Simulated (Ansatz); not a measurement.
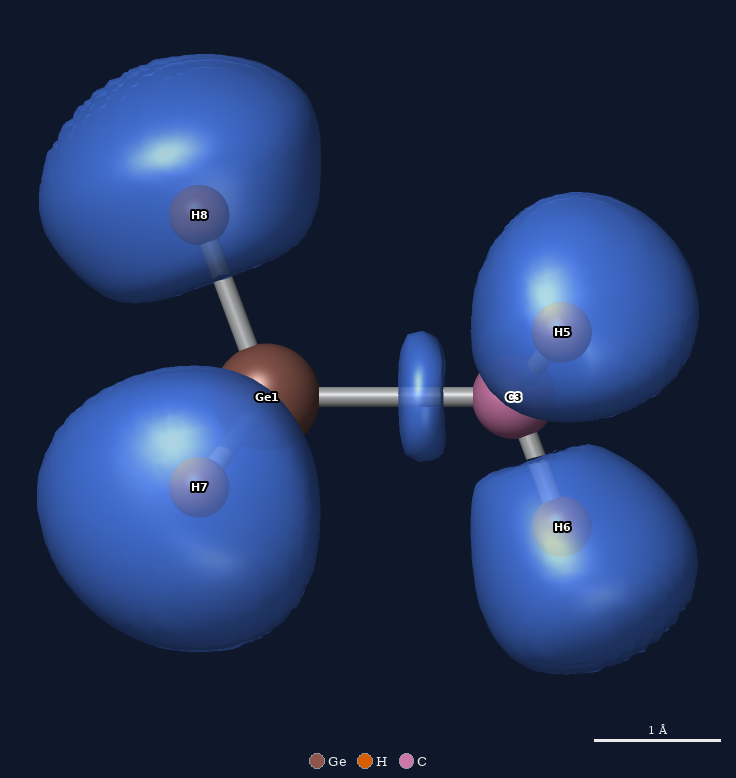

CH$_{6}$Ge. Isosurface of the electron localisation function at 0.8 (blue), seen from one side. Core shells and regions of very low density are left out.

These are results of Ansatz 0.2.0, RKS B3LYP-D4/def2-SVP, not measurements.

```xyz
8

Ge    0.1759   -0.0278    0.3597
H    -0.2631   -0.2980    1.8155
C     2.1378    0.0314    0.2385
H     2.5688   -0.9286    0.5588
H     2.4512    0.2291   -0.7971
H     2.5359    0.8280    0.8842
H    -0.4317    1.3168   -0.0960
H    -0.3847   -1.1510   -0.5397
```

### What do the ELF domains correspond to?

The ELF exceeds this value in six regions around hydrogen nuclei and one lobe of the valence shell of C pointing towards Ge (polar bonds). Profiles from the grid: C–Ge (1.97 Å): the ELF peaks at about 0.95 in the valence shell of C, 0.7 Å from its nucleus, and is about 0.70 at the midpoint. C–H (1.10 Å): the ELF climbs to about 1 towards the hydrogen, as it does in any bond to H: an ordinary covalent bond to hydrogen.
